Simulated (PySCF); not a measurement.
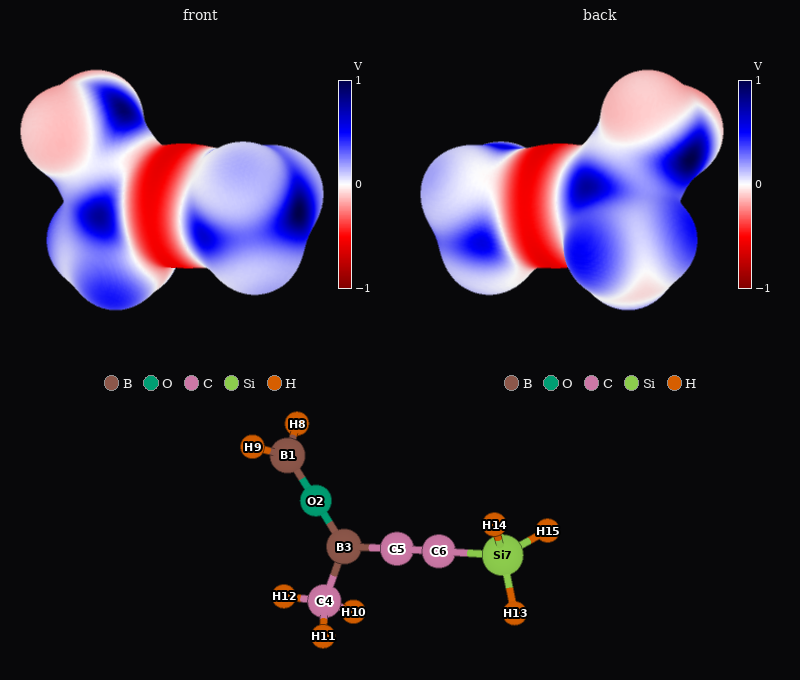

*C3H8B2OSi (SMILES BOB(C)C#C[SiH3]). The electrostatic potential painted on the density surface at 0.001 e/bohr³, seen from the front and from behind; red is negative and blue positive. The bare structure is drawn below in the same view.*

Geometry: GFN2-xTB.

Level of theory: PBE0/def2-SVPD, SCF density, gas phase (PySCF 2.14.0).

Input file:

```
{"job": {"kind": "uv", "xc": "PBE0", "basis": "def2-SVPD", "nstates": 8, "ntriplets": 3}, "charge": 0, "multiplicity": 1}
B     -1.924946     2.483563     0.083901
O     -1.470065     1.272021     0.073178
B     -1.017577     0.045621     0.073503
C     -2.005950    -1.203006     0.232088
C      0.483492    -0.218258    -0.083535
C      1.668241    -0.444135    -0.199976
Si     3.473136    -0.791207    -0.384827
H     -2.257189     2.991043    -0.929701
H     -2.007666     3.065788     1.108509
H     -2.034952    -1.783785    -0.688064
H     -1.664262    -1.877504     1.013933
H     -3.022835    -0.897192     0.465501
H      3.740798    -2.149080     0.097507
H      4.222854     0.190268     0.405246
H      3.812508    -0.676146    -1.806141
```

Run with:

```sh
OMP_NUM_THREADS=1 python probes_run.py task.json out
```

**Where is the surface potential most negative and most positive?**

The most negative region (about −0.6 V) lies over C5 and C6, the most positive (about +0.9 V) over B1 and Si7.
